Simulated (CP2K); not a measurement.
Consider 2-hydroxyimidazole at its PBE geometry (Å).

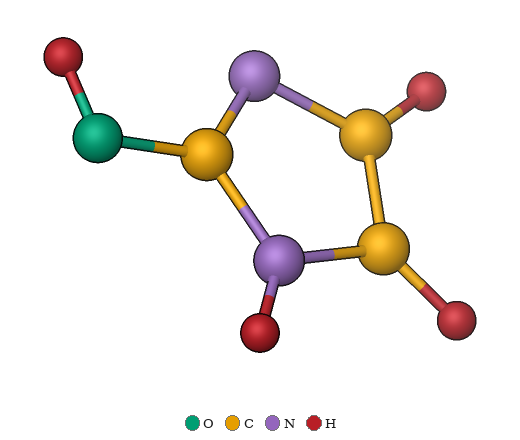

The molecule (oxygen teal, carbon orange, nitrogen purple, hydrogen red).

```xyz
10

O     2.2296   -0.1111   -0.0692
C     0.8851    0.0769   -0.0042
N     0.2632    1.2186    0.1944
C    -1.0883    0.8825    0.1665
C    -1.2573   -0.4623   -0.0496
N     0.0352   -0.9795   -0.1580
H     2.6195    0.7725    0.0712
H    -1.8547    1.6378    0.3019
H    -2.1341   -1.0917   -0.1335
H     0.3020   -1.9437   -0.3195
```

Method: CP2K XAS_TDP, all-electron GAPW, PBEh(45%), aug-cc-pVDZ, TDA, GW2X-corrected core level, no relativity.

Predict the bright core excitations at the O K edge.

Leading lines: O1 536.89 eV. The leading line of an atom is its first one with 35 % of the strongest within 2.5 eV of its lowest line over the strength cut. Core ionisation energies at this level: O1 539.98 eV.

The first six lines of each atom with a strength over 0.0015:

| atom | energy (eV) | states | strength, one atom | above the computed threshold |
| --- | --- | --- | --- | --- |
| O1 (bonded to C and H) | 536.89 | 1 | 0.0160 |  |
|  | 538.15 | 1 | 0.0129 |  |
|  | 538.48 | 1 | 0.0055 |  |
|  | 539.20 | 1 | 0.0169 |  |
|  | 539.59 | 1 | 0.0098 |  |
|  | 539.69 | 1 | 0.0028 |  |

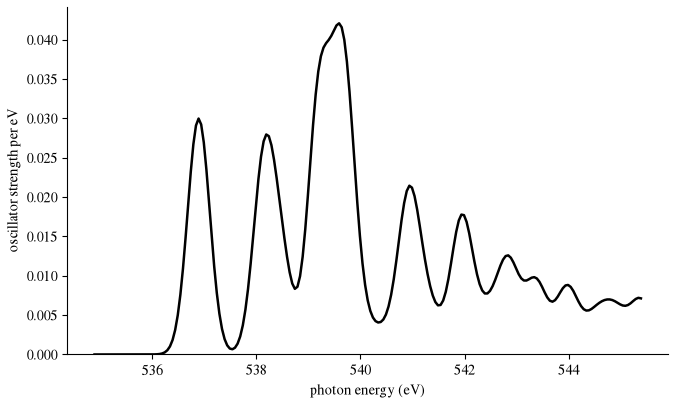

All atoms added, broadened by 0.5 eV.

Lines are vertical, at one geometry, with no vibrational structure. GW2X ionisation energies and lines can be off by 1 to 2 eV either way, and a good line position may hide errors that cancel. These values hold no scalar relativity, about 0.4 eV for O 1s. Rydberg lines, and the discretised continuum above threshold, depend on the basis and the box.

[Banner, clock and machine lines of the logs are left out without a mark of their own.]

[Logs are printed without paths, hosts, clocks, repeated set-up lines and the standing remarks that a program may print on its own settings, such as how far it seeks lower states.]

[Hosts, paths, dates, database ids (printed as entryN), source tags and the programs' standing remarks are cut or masked in the printed files.]
